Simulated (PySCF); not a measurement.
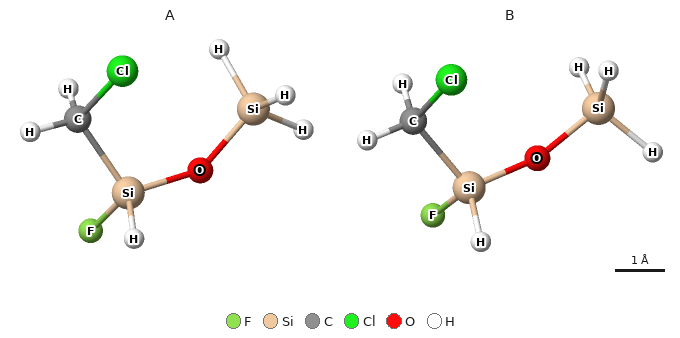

Two geometries of CH6ClFOSi2, drawn at one scale. One is the start of a relaxation, the other its converged end. A ball-and-stick model, seen from a free direction.

These are results of PBE0-D3(BJ)/def2-SVP geometry optimisation, gas phase (PySCF 2.14.0, density-fitted response routines), not measurements. 

### Which geometry has the lower energy?

Structure A is the relaxed one. The start comes from GFN2-xTB. Over 20 geometry steps the energy falls by 0.205 eV. An H atom moves most after the best rigid fit: 0.94 Å. Largest moves by element: H 0.94 Å, Cl 0.48 Å, F 0.36 Å, O 0.26 Å, C 0.23 Å, Si 0.17 Å. Among the contacts that change: O–Si 1.596 → 1.633 Å, H–Si 1.445 → 1.480 Å, O–Si 1.636 → 1.666 Å, H–Si 1.460 → 1.490 Å. Bond angles that change, for instance: Si–O–Si 162.7° → 146.3°, O–Si–H 103.6° → 107.5°, H–Si–H 113.3° → 109.4°. Groups turn about O–Si by about 35°. The run took 2.7 min on 1 thread of Intel(R) Xeon(R) Platinum 8259CL CPU @ 2.50GHz, on a shared host.
